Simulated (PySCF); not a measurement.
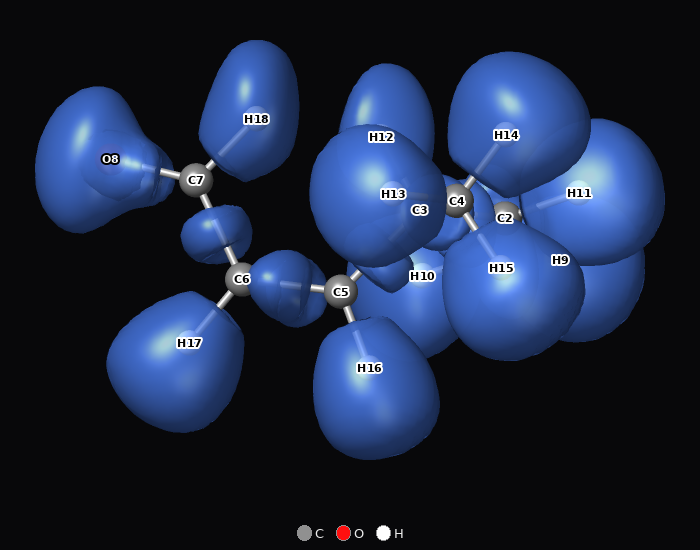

Figure 1: C7H10O (SMILES [CH2+][CH][C@H](C)/C=C\C=O) (charge +1, doublet). Isosurface of the ELF at 0.75 (blue), seen from one side. Core shells and regions of very low density are left out.

Geometry: GFN2-xTB.

The calculation used UKS B3LYP, pcH-1 on C H O, non-relativistic, mean-field spin-orbit, GIAO (PySCF).

```xyz
18

C     2.1507   -1.0273   -0.5223
C     1.6531    0.2153   -0.5010
C     0.2335    0.5466   -0.1943
C     0.0289    2.0110    0.1850
C    -0.4137   -0.3551    0.8087
C    -1.4858   -1.1254    0.6309
C    -2.1790   -1.2396   -0.6484
O    -3.1153   -1.8988   -0.9435
H     3.1963   -1.2049   -0.7117
H     1.5418   -1.9000   -0.3442
H     2.2893    1.0592   -0.7328
H    -0.3152    0.3834   -1.1587
H    -1.0182    2.2220    0.3870
H     0.3715    2.6626   -0.6162
H     0.6058    2.2542    1.0763
H     0.0468   -0.3262    1.7908
H    -1.9159   -1.7117    1.4332
H    -1.6835   -0.5589   -1.4104
```

Question: Describe the localisation domains.

Answer: The surface consists of six regions between bonded C–C atoms (shared pairs), ten regions around hydrogen nuclei and one region on O in which the atom's valence shell and bonds are merged. Along the contacts the grid gives the following. C–O (1.18 Å): the ELF peaks at about 0.85 between the atoms; a multiple bond. C–C (1.33 Å): the ELF peaks at about 0.95 between the atoms: a multiple bond.
